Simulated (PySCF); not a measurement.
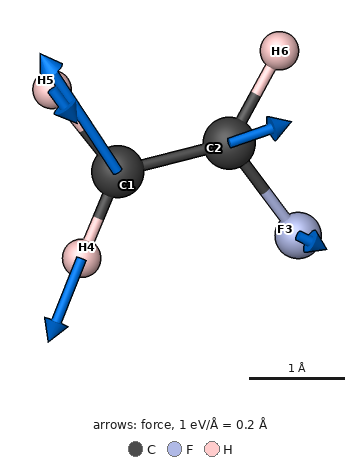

Starting geometry of C$_{2}$H$_{3}$F with the computed forces as blue arrows. A ball-and-stick model, seen at a tilt.

The start comes from MMFF94s. Its atoms were then displaced at random by about 0.03 Å.

Method: PySCF, PBE0-D3(BJ)/def2-SVP geometry optimisation, gas phase. 

### What follows when this structure is relaxed?

It isn't relaxed: the largest force vector, on C1, is 7.98 eV/Å. The final displacements follow the starting forces only in part (cosine between the two patterns 0.67). The atom that moves furthest after the best rigid fit is H4 (0.10 Å). Largest moves by element: H 0.10 Å, F 0.10 Å, C 0.06 Å. Some distances before and after: C1–H4 0.990 → 1.092 Å, C1–H5 1.178 → 1.090 Å, C1–C2 1.267 → 1.326 Å, C2–F3 1.309 → 1.329 Å. Among the angles between lasting bonds that change: C1–C2–F3 116.7° → 122.8°, C1–C2–H6 130.2° → 124.8°, C2–C1–H4 123.6° → 121.2°. Over 7 geometry steps the energy falls by 12.8 kcal/mol. Cost: 7.7 s on 1 thread of Intel(R) Xeon(R) Platinum 8488C, on a shared host.
